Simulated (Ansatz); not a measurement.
## SiH2F− (SMILES F[SiH2-]): methods side by side

The species is SiH2F− (4 atoms), meant as a singlet with charge -1. SMILES: `F[SiH2-]`. Geometry: relaxed at GFN2-xTB.

Quantity: the vertical detachment energy (to the doublet neutral), in eV. The values are calculated.

```tsv
level	kind	program	value (eV)	less FCI/STO-3G
revPBE/STO-3G	GGA	Ansatz	-3.67	+0.59
r2SCAN/STO-3G	meta-GGA	Ansatz	-3.48	+0.78
B3LYP/STO-3G	global hybrid	Ansatz	-3.32	+0.94
HSE06/STO-3G	range-separated hybrid	Ansatz	-3.37	+0.89
RPA@PBE/STO-3G	RPA	Ansatz	-4.54	-0.28
MP2/STO-3G	perturbation theory	Ansatz	-4.04	+0.22
CCSD(T)/STO-3G	coupled cluster or CI	Ansatz	-4.24	+0.02
CCSDT/STO-3G	coupled cluster or CI	Ansatz	-4.26	0.00
FCI/STO-3G	exact in the basis	Ansatz	-4.26	0.00
```

FCI/STO-3G is exact within its basis and frozen core, so for wave-function methods in that basis the difference is their error; functionals converge differently with the basis, so for them it is only a difference. Sets without diffuse functions describe the anion poorly. The values span -4.54 to -3.32 eV. All rows use very small basis sets, so none should be taken for the real molecule's value.

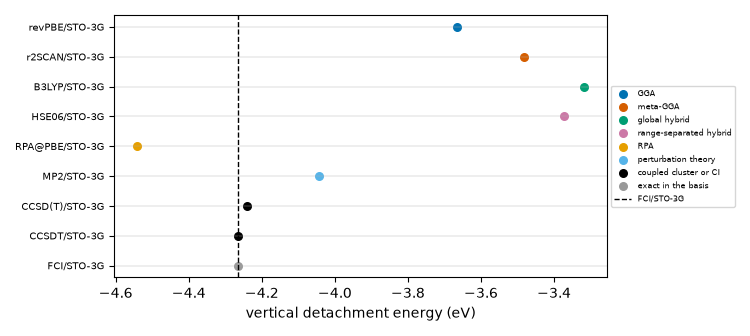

The values of the table, level by level.
